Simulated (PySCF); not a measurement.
System: C3H12OPSi (SMILES CC(C)O[SiH2][PH3+]) (charge +1).

Input file:

```
{"job": {"kind": "nmr", "xc": "PBE0", "basis": "pcSseg-1"}, "charge": 1, "multiplicity": 1}
C     -1.866924     0.625622     0.998371
C     -1.325705    -0.030292    -0.257990
C     -1.541224    -1.535175    -0.266724
O      0.086606     0.193979    -0.367988
Si     1.165183     1.322894    -0.119256
P      2.976539    -0.130996    -0.515174
H     -1.691632     1.699133     0.976824
H     -2.936237     0.452400     1.070027
H     -1.387895     0.203792     1.878824
H     -1.782254     0.421565    -1.145598
H     -2.604256    -1.752699    -0.255215
H     -1.107608    -1.975759    -1.160401
H     -1.081440    -1.986323     0.608801
H      1.294023     2.329907    -1.165412
H      1.382983     1.762412     1.254204
H      3.279451    -1.069405     0.447080
H      4.220446     0.426534    -0.701641
H      2.911186    -0.951272    -1.619563
```

Launched as:

```sh
OMP_NUM_THREADS=1 python probes_run.py task.json out
```

Geometry: GFN2-xTB.

These are results of PBE0/pcSseg-1, SCF density, gas phase, non-relativistic (PySCF 2.14.0), not measurements.

### What can the converged electron density and electron localisation function tell about the bonding?

C–O (1.43 Å): the density is about 1.8 e/Å³ at the midpoint, with its minimum of 1.5 e/Å³ about 0.5 Å from C; the ELF peaks at about 0.85 between the atoms, as expected for a polar covalent bond.
C–C (1.52 Å): ρ is about 1.7 e/Å³ halfway; the ELF peaks at about 0.95 between the atoms, as expected for a shared electron pair.
C–H (1.09 Å): ρ is about 2 e/Å³ halfway; the ELF climbs to about 1 towards the hydrogen, as it does in any bond to H; an ordinary covalent bond to hydrogen.
P–H (1.38 Å): ρ at the midpoint is about 1.2 e/Å³; the ELF climbs to about 1 towards the hydrogen.

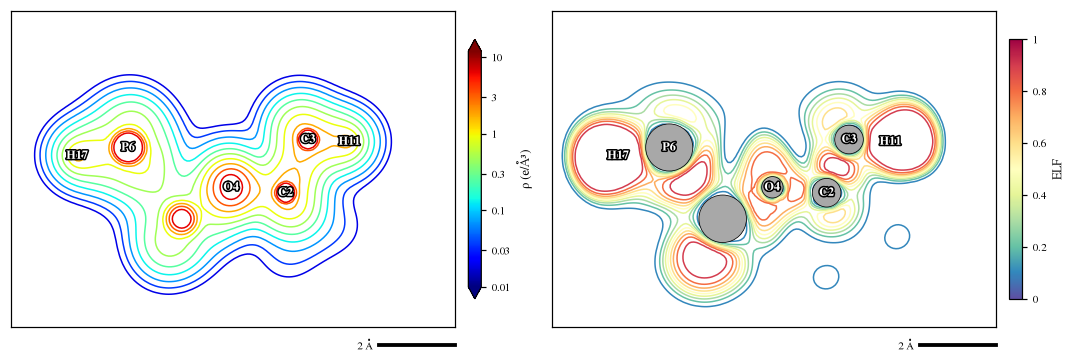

Computed electron density and electron localisation function on the plane of atoms C3, C2 and O4, in this order. Grey discs cover the atomic cores in the ELF map. 
